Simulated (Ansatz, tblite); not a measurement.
**Si(NH2)4 (SiN4H8): spin-state energies by level**

Aim: set other spin states of Si(NH2)4 (SiN4H8) against its singlet, on many levels of theory.

Computed with Ansatz 0.2.0, Gaussian basis. Level: as each input shows.

Plan: triplet, at the geometry of the singlet (GFN1-xTB, GFN2-xTB, PBE0-D4/def2-TZVP, PBE-D4/def2-TZVP, r2SCAN-D4/def2-TZVP); the singlet's energies come from earlier runs.

2 further runs of the same task are left out: 2 set aside as unsound or not needed.

### Step 1. The structure

The singlet was relaxed beforehand with r2SCAN-D4/def2-SVP.

13 atoms, charge 0, spin multiplicity 1.

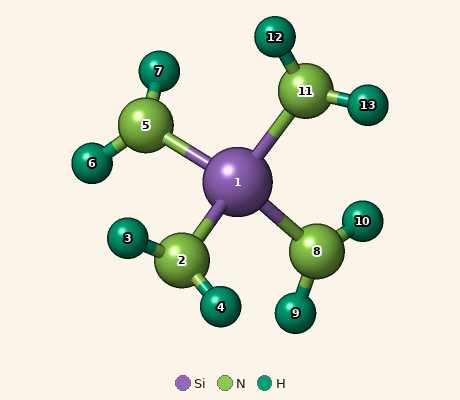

The geometry (silicon purple, nitrogen green, hydrogen teal); atoms are numbered from 1 in the order of the file.

### Step 2. Triplet at the fixed geometry, GFN1-xTB

Tight binding, by tblite at 300 K electronic temperature and without a spin-polarisation term:

```python
tblite.interface.Calculator('GFN1-xTB', numbers, positions, charge=0, uhf=2).singlepoint()
```

Energy -513.1732 eV; 0.031 s.

### Step 3. Triplet at the fixed geometry, GFN2-xTB

Tight binding, by tblite at 300 K electronic temperature and without a spin-polarisation term:

```python
tblite.interface.Calculator('GFN2-xTB', numbers, positions, charge=0, uhf=2).singlepoint()
```

Energy -469.1929 eV; 0.02 s.

### Step 4. Triplet at the fixed geometry, PBE0-D4/def2-TZVP

Input file in.yaml:

```yaml
crystal:
  periodic: [false, false, false]
  atoms:
    - {symbol: Si, position_ang: [0.000040, 0.000005, -0.000027]}
    - {symbol: N, position_ang: [0.198630, 0.184014, 1.712782]}
    - {symbol: H, position_ang: [0.794474, -0.471533, 2.208775]}
    - {symbol: H, position_ang: [-0.611271, 0.424946, 2.275418]}
    - {symbol: N, position_ang: [1.626839, -0.269291, -0.536329]}
    - {symbol: H, position_ang: [2.366395, 0.322607, -0.171170]}
    - {symbol: H, position_ang: [1.790339, -0.480563, -1.515746]}
    - {symbol: N, position_ang: [-0.962717, 1.381787, -0.413386]}
    - {symbol: H, position_ang: [-0.711817, 2.285761, -0.025226]}
    - {symbol: H, position_ang: [-1.287389, 1.482834, -1.369942]}
    - {symbol: N, position_ang: [-0.862949, -1.296192, -0.762782]}
    - {symbol: H, position_ang: [-0.467577, -2.230807, -0.734528]}
    - {symbol: H, position_ang: [-1.872998, -1.333568, -0.667828]}
basis:
  gaussian: {orbitals: def2-TZVP}
magnetization: {spin_polarized: true, initial_magnetization: 2}
hamiltonian: {xc: pbe0, dispersion: d4}
scf: {omitted_lower_state_checks: [starts]}
output: {orbitals: {seedname: orbitals}}
```

Command:

```console
> ansatz run in.yaml --threads 4 --pin off --events-out ev --progress --plain --max-ram 4787MiB
```

Output:

```text
Functional definition: PBE0
  name "PBE0"
  cite "Adamo & Barone, J. Chem. Phys. 110, 6158 (1999) doi:10.1063/1.478522"
  cite "Perdew, Burke & Ernzerhof, Phys. Rev. Lett. 77, 3865 (1996) doi:10.1103/PhysRevLett.77.3865"
  parent pbe
  parameter a = 0.25
  parameter kappa = 0.804
  parameter beta = 0.06672455060314922
  exchange = (1 - a)*pbe_x(kappa = kappa, mu = beta*pi^2/3) + a*exact_x
  correlation = pbe_c(beta = beta)
these checks for a lower state are left out or cut short: starts
1240 factors; their error is unknown
mean field evaluation 1: about -13940.6987 eV, gradient 6.8e1 eV
mean field evaluation 2: about -13918.9808 eV, gradient 9.1e1 eV
mean field evaluation 4: about -13955.5122 eV, gradient 2.3e1 eV
mean field evaluation 8: about -13958.3462 eV, gradient 5.6e-1 eV
mean field evaluation 16: about -13958.3848 eV, gradient 1.2e-1 eV
mean field evaluation 32: about -13958.4246 eV, gradient 7.2e-6 eV
mean field -13958.42456548 eV, -512.9626414212 hartree, gradient 7.2e-6 eV, S^2 2.010579; 0 other end points of the search recorded, 0 dependent functions left out
reference -13958.42460557 eV, -512.9626428948 hartree; 26, 24 occupied and 183, 185 virtual orbitals, 1240 factors
Total energy: -13958.66224265 eV, -512.9713758963 hartree
Checks for a lower state left out: starts
```

Run time: 27 s. Hardware: 4 threads of Intel Xeon at 2.50GHz, shared host; peak memory 0.68 GiB.

HOMO -1.36 eV, LUMO -5.70 eV (over both spins; with the spin held, an empty level of the minority spin lies below the top filled one); ⟨S²⟩ 2.011 (pure: 2.00).

### Step 5. Triplet at the fixed geometry, PBE-D4/def2-TZVP

start.molden holds the orbitals of an earlier run on this state, given as this run's starting guess.

Edit in.yaml of step 4 so:

```diff
@@ -17,5 +17,5 @@
 basis:
-  gaussian: {orbitals: def2-TZVP}
+  gaussian: {orbitals: def2-TZVP, initial_orbitals: start.molden}
 magnetization: {spin_polarized: true, initial_magnetization: 2}
-hamiltonian: {xc: pbe0, dispersion: d4}
+hamiltonian: {xc: pbe, dispersion: d4}
 scf: {omitted_lower_state_checks: [starts]}
```

The command is unchanged.

Output:

```text
Functional definition: PBE
  name "PBE"
  cite "Perdew, Burke & Ernzerhof, Phys. Rev. Lett. 77, 3865 (1996) doi:10.1103/PhysRevLett.77.3865"
  parent pbe
  parameter kappa = 0.804
  parameter beta = 0.06672455060314922
  exchange = pbe_x(kappa = kappa, mu = beta*pi^2/3)
  correlation = pbe_c(beta = beta)
these checks for a lower state are left out or cut short: starts
1224 factors; their error is unknown
mean field evaluation 1: about -13957.4949 eV, gradient 7.7e0 eV
mean field evaluation 2: about -13957.7122 eV, gradient 5.2e-1 eV
mean field evaluation 4: about -13957.7275 eV, gradient 3.6e-1 eV
mean field evaluation 8: about -13957.9989 eV, gradient 3.4e-2 eV
mean field -13957.99890511 eV, -512.9469986912 hartree, gradient 2.4e-5 eV, S^2 2.002495; 0 other end points of the search recorded, 0 dependent functions left out
reference -13957.99896139 eV, -512.9470007597 hartree; 26, 24 occupied and 183, 185 virtual orbitals, 1224 factors
Total energy: -13958.28114901 eV, -512.9573709634 hartree
Checks for a lower state left out: starts
```

It took 13 s on 4 threads of Intel Xeon at 2.50GHz, shared host.

HOMO -0.85 eV, LUMO -6.25 eV (over both spins; with the spin held, an empty level of the minority spin lies below the top filled one); ⟨S²⟩ 2.002 (pure: 2.00).

### Step 6. Triplet at the fixed geometry, r2SCAN-D4/def2-TZVP

Edit in.yaml of step 5 so:

```diff
@@ -19,3 +19,3 @@
 magnetization: {spin_polarized: true, initial_magnetization: 2}
-hamiltonian: {xc: pbe, dispersion: d4}
+hamiltonian: {xc: r2scan, dispersion: d4}
 scf: {omitted_lower_state_checks: [starts]}
```

Launched as before.

Output, cut to the lines that bear on the results:

```text
Functional definition: r2SCAN
  name "r2SCAN"
  cite "Furness, Kaplan, Ning, Perdew & Sun, J. Phys. Chem. Lett. 11, 8208 (2020) doi:10.1021/acs.jpclett.0c02405"
  cite "Furness, Kaplan, Ning, Perdew & Sun, J. Phys. Chem. Lett. 11, 9248 (2020) doi:10.1021/acs.jpclett.0c03077"
  parent r2scan
[...]
1224 factors; their error is unknown
[...]
mean field -13965.01881873 eV, -513.2049757586 hartree, gradient 2.6e-6 eV, S^2 2.006714; 0 other end points of the search recorded, 0 dependent functions left out
reference -13965.01883720 eV, -513.2049764373 hartree; 26, 24 occupied and 183, 185 virtual orbitals, 1224 factors
Total energy: -13965.08952037 eV, -513.2075739960 hartree
Checks for a lower state left out: starts
```

It took 40 s on 4 threads of Intel Xeon at 2.50GHz, shared host; peak memory 0.62 GiB.

Report: HOMO -0.82 eV, LUMO -6.39 eV (over both spins; with the spin held, an empty level of the minority spin lies below the top filled one); ⟨S²⟩ 2.007 (pure: 2.00).

### Step 7. Triplet less singlet, vertical

The singlet's energies are those of its earlier runs, whose logs aren't repeated here.

```
              level  triplet less singlet, vertical (kcal/mol)     time
           GFN1-xTB                                     +166.3  0.047 s
           GFN2-xTB                                     +188.3  0.034 s
   PBE-D4/def2-TZVP                                     +123.6     19 s
r2SCAN-D4/def2-TZVP                                     +135.4     50 s
  PBE0-D4/def2-TZVP                                     +142.1     34 s
```

Times add the two runs; a level without a time comes out of a correlated run. Tight binding without a spin term can't rank spin states.

### Step 8. Outcome

| quantity | value |
| --- | --- |
| triplet less singlet, vertical, functionals in def2-TZVP | +123.6 (PBE-D4) to +142.1 kcal/mol (PBE0-D4) |

What this shows: All functionals put the triplet above the singlet, over a spread of 18.6 kcal/mol. The checks for a lower triplet were left out, so another state of that spin may lie lower. These are electronic energies, without zero-point motion, entropy or surroundings.
